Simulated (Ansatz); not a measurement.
We consider bcc K, described by LDA (plane waves, PAW; Ansatz, a program for electronic structure).

Settings: plane-wave cutoff 520 eV, 16×16×16 k mesh, Fermi–Dirac smearing 0.05 eV, scalar-relativistic PAW data made under PBE.

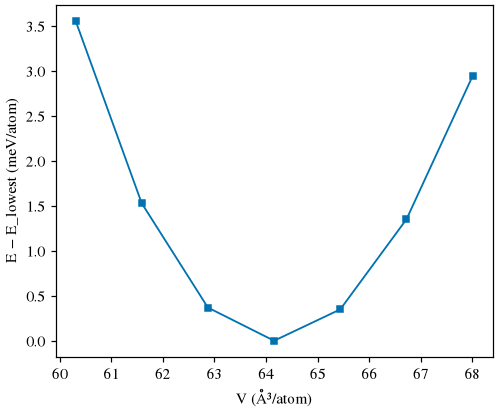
*Total energy against volume*

Problem. From the curve, estimate the equilibrium volume and the bulk modulus.

Solution. V0 ≈ 64.2 Å³/atom and B0 ≈ 4.5 GPa; the fit gives V0 = 64.153 Å³/atom, B0 = 4.48 GPa, B′ = 3.8.

Measured, for comparison: bulk modulus 3.75 GPa (corrected for temperature and zero-point phonon effects; as tabulated in Levämäki et al. (2014), arXiv:1402.3671); equilibrium volume per atom 70.79 Å³/atom (low-temperature or extrapolated to 0 K; zero-point anharmonic expansion removed; as tabulated in Csonka et al. (2009), arXiv:0903.4037). Computed (rounded) less measured: bulk modulus +19 %, equilibrium volume per atom -9.4 %.

Computed values are for the static lattice.
